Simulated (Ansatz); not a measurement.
```cif
data_structure
_symmetry_space_group_name_H-M 'P 1'
_symmetry_Int_Tables_number 1
_cell_length_a 7.3203
_cell_length_b 7.3203
_cell_length_c 3.1282
_cell_angle_alpha 90.000
_cell_angle_beta 90.000
_cell_angle_gamma 90.000
_cell_volume 167.63
loop_
_atom_site_label
_atom_site_type_symbol
_atom_site_fract_x
_atom_site_fract_y
_atom_site_fract_z
_atom_site_occupancy
Ga1 Ga 0.00000 0.00000 0.00000 1
Ru1 Ru 0.50000 0.50000 0.00000 1
C1 C 0.19643 0.80357 0.00000 1
C2 C 0.80357 0.19643 0.00000 1
C3 C 0.19643 0.19643 0.00000 1
C4 C 0.80357 0.80357 0.00000 1
N1 N 0.30936 0.69064 0.00000 1
N2 N 0.69064 0.30936 0.00000 1
N3 N 0.30936 0.30936 0.00000 1
N4 N 0.69064 0.69064 0.00000 1
```

Space group P4/mmm; a structure generated by program, which may or may not match a known phase; spin-polarised.

Level of theory: DFT PBE, scalar-relativistic, plane waves, PAW (Ansatz 0.2.0).

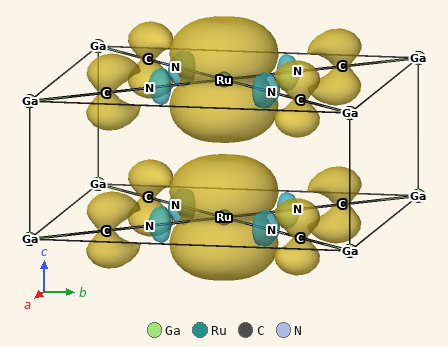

GaRuC$_{4}$N$_{4}$. Isosurfaces of the magnetisation density (up minus down) at +0.01 (yellow) and −0.01 e/Å³ (cyan), seen slightly off an axis. Sticks mark near contacts.

The density is the valence pseudo-density of a PAW calculation; it isn't the true density close to the nuclei.

**Describe the spin distribution.**

The spin density sits on Ru: +0.5 μB in one cell of 10 atoms: parallel main moments, as they must be, since the calculation's own cell holds one magnetic site. The cell of the calculation (10 atoms) carries 0.9 μB of net spin moment.
